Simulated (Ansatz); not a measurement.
# C2H3ClOSi: basis-set convergence

How large a basis does C2H3ClOSi need? Two functionals are run in growing sets.

Program: Ansatz 0.2.0, Gaussian basis. Level of theory: one geometry, several basis sets. These are calculated values, not measurements.

Plan: PBE0-D4/def2-SVP; ωB97M-V/def2-SVP; PBE0-D4/def2-QZVPP; ωB97M-V/def2-QZVPP; the functionals' def2-TZVPP values are taken from earlier runs.

### Step 1. The relaxed structure

An earlier PBE0-D4 in a triple-zeta def2 set relaxation fixed the geometry.

SMILES `OC1=C[SiH]1Cl`, 8 atoms, charge 0, spin multiplicity 1.

Atoms are counted from 1 here; the program's logs count them from 0.

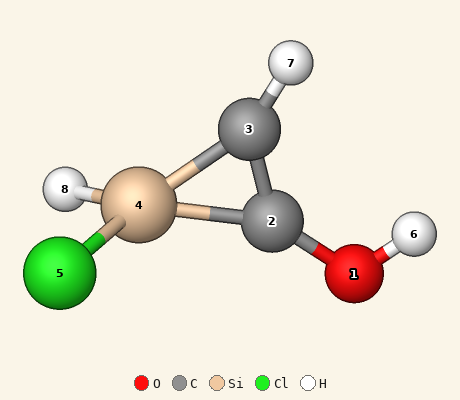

The geometry (oxygen red, carbon grey, silicon light orange, chlorine green, hydrogen white); atoms are numbered from 1 in the order of the file.

Coordinates:

```
O     1.6769    0.7000    0.8338
C     0.5466    0.2852    0.2726
C    -0.7296    0.0549    0.6341
Si   -0.4350   -0.3265   -1.0893
Cl   -0.2812   -2.2469   -1.7923
H     1.5288    0.8667    1.7742
H    -1.3176    0.1224    1.5414
H    -0.8967    0.4872   -2.2303
```

### Step 2. PBE0-D4 in def2-SVP

Input file in.yaml:

```yaml
crystal:
  periodic: [false, false, false]
  atoms:
    - {symbol: O, position_ang: [1.676859, 0.700026, 0.833801]}
    - {symbol: C, position_ang: [0.546615, 0.285225, 0.272625]}
    - {symbol: C, position_ang: [-0.729570, 0.054863, 0.634099]}
    - {symbol: Si, position_ang: [-0.434978, -0.326512, -1.089269]}
    - {symbol: Cl, position_ang: [-0.281151, -2.246925, -1.792344]}
    - {symbol: H, position_ang: [1.528771, 0.866698, 1.774198]}
    - {symbol: H, position_ang: [-1.317649, 0.122411, 1.541364]}
    - {symbol: H, position_ang: [-0.896696, 0.487214, -2.230275]}
basis:
  gaussian: {orbitals: def2-SVP}
hamiltonian: {xc: pbe0, dispersion: d4}
output: {orbitals: {seedname: orbitals}}
```

Started as:

```bash
$ ansatz run in.yaml --threads 2 --pin off --events-out ev --progress --plain --max-ram 4352MiB
```

Further steps of the session: ωB97M-V in def2-SVP; PBE0-D4 in def2-QZVPP; ωB97M-V in def2-QZVPP.

Q: Predict the results of all the runs planned. Wanted: PBE0-D4: double and triple zeta above quadruple; ωB97M-V: double and triple zeta above quadruple.

**Answer**, as computed:

| quantity | value |
| --- | --- |
| PBE0-D4: double and triple zeta above quadruple | 12.85, 0.86 eV |
| ωB97M-V: double and triple zeta above quadruple | 12.89, 0.81 eV |

PBE0-D4 gains 11.99 eV from double to triple zeta, then 0.86 eV more. These are total energies; as a rule much of such shifts cancels in differences, which this series doesn't test. The LUMO of ωB97M-V is positive and keeps falling with the basis (2.35 to 1.21 eV): an unbound level that the basis holds in place.
